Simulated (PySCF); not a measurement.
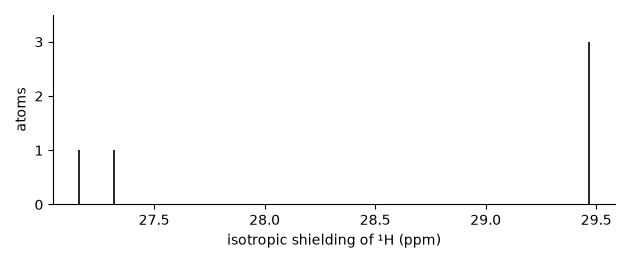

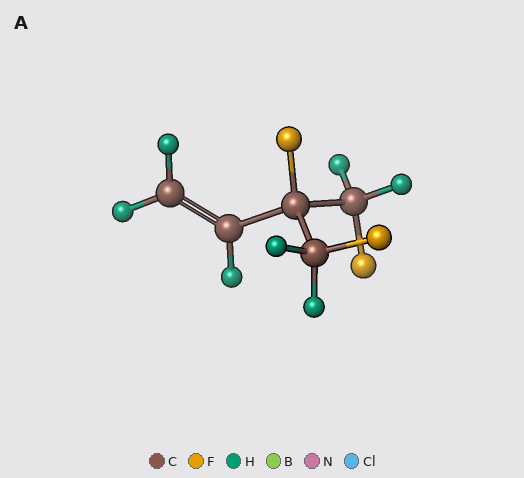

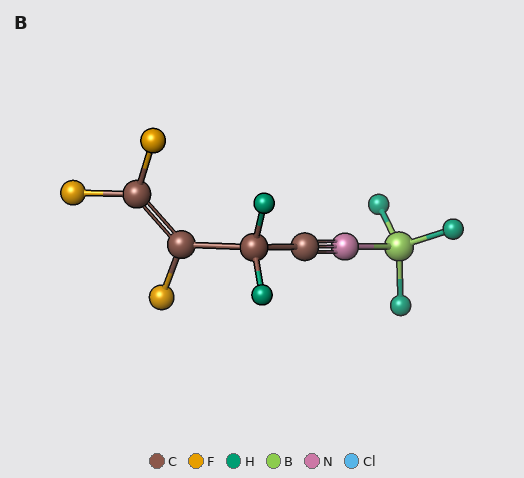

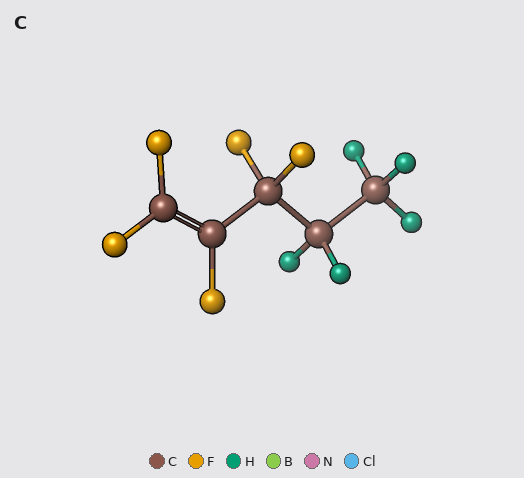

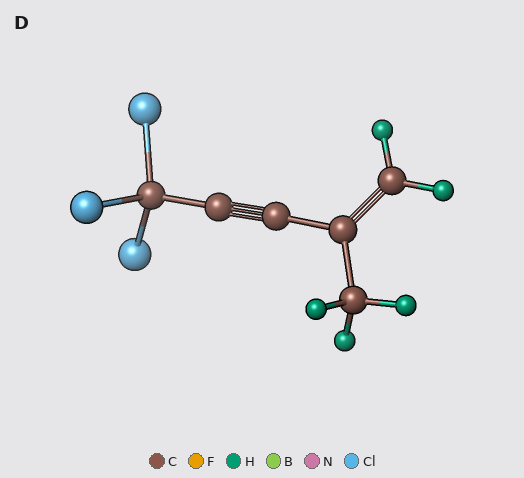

The sticks are computed shieldings of one of the molecules, for one fixed geometry (PBE0-D3(BJ)/def2-SVP) without averaging over rotations. Low shielding means a high chemical shift. Method: GIAO PBE0/pcSseg-1 NMR shielding, non-relativistic, IEF-PCM dimethylsulfoxide (PySCF 2.14.0).

### Which molecule gives this pattern?

B, `[BH3-][N+]#CCC(F)=C(F)F`. Its 5 H atoms give lines at 27.16, 27.32, 29.47 (3 atoms) ppm.
